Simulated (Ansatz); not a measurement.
**A computed series for Mo2C: pressure series**

Start from Mo2C (space group Pbcn, No. 60; a = 4.705 Å, b = 6.010 Å, c = 5.176 Å).

Cell and atoms are relaxed at each pressure.

The values are results of Kohn–Sham DFT with the PBEsol functional, run in Ansatz (a first-principles code) with PAW and 420 eV plane waves, without spin-orbit coupling, not measurements.

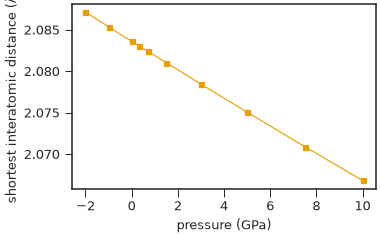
Figure. Shortest interatomic distance against pressure

Question: From the plot, what is the shortest interatomic distance for pressure 3 GPa?

Answer: About 2.078 Å.

Question: Is the trend monotonic over the range shown?

Answer: Yes, it falls throughout, spanning 206.7 pm to 208.7 pm.

Load acts through the strain it causes; cell and atoms are relaxed under it. No phonon test of stability was made. No other phases were tried under pressure. All final runs are without spin polarisation.
